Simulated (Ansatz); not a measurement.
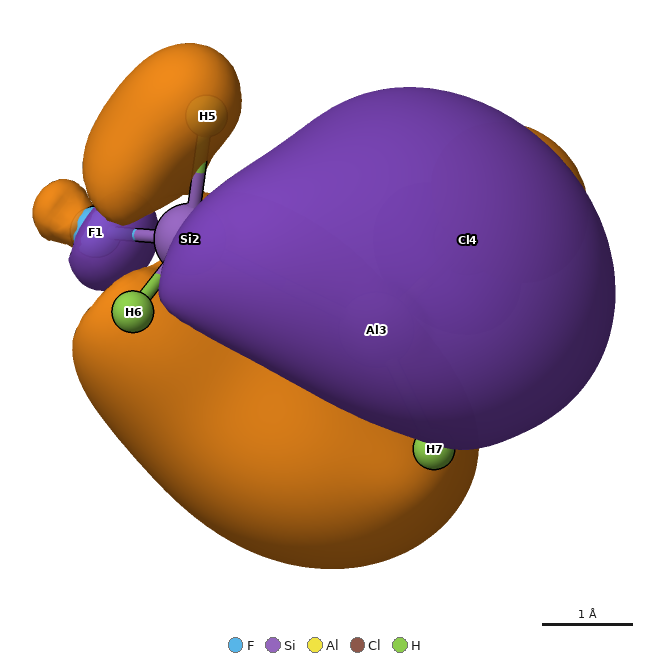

*AlClFH₃Si. The LUMO at ±0.05 Å⁻³ᐟ² (orange and purple are the two phases), seen at an oblique angle.*

Theory: Ansatz 0.2.0, RKS BHLYP/def2-SVP.

The calculation's input:

```
crystal:
  periodic: [false, false, false]
  atoms:
    - { symbol: F, position_ang: [-1.9597, 0.6558, 0.685] }
    - { symbol: Si, position_ang: [-0.3776, 0.9356, 0.3319] }
    - { symbol: Al, position_ang: [0.5717, -1.1151, -0.3055] }
    - { symbol: Cl, position_ang: [-0.0858, -2.2011, -2.0567] }
    - { symbol: H, position_ang: [-0.2357, 1.8926, -0.7892] }
    - { symbol: H, position_ang: [0.3055, 1.4775, 1.5258] }
    - { symbol: H, position_ang: [1.8428, -1.7134, 0.5631] }
basis:
  gaussian: { orbitals: def2-SVP }
hamiltonian:
  xc: { name: BHLYP }
relax:
  f_tol: 0.02
  max_steps: 40
scf:
  lower_state_search: "off"
output:
  orbitals: {}
```

Launched as:

```sh
ansatz run input.yaml --threads 1 --pin off --max-ram 2048MiB --backend cpu --events-out ev --progress --plain --runs-dir out
```

The fields are those of the relaxed geometry.

Question: What is the character of this orbital?

Answer: Its weight (Hirshfeld) is mainly on Al3 (about 65 %), Si2 (about 20 %) and Cl4 (about 10 %). Its energy is −1.45 eV.
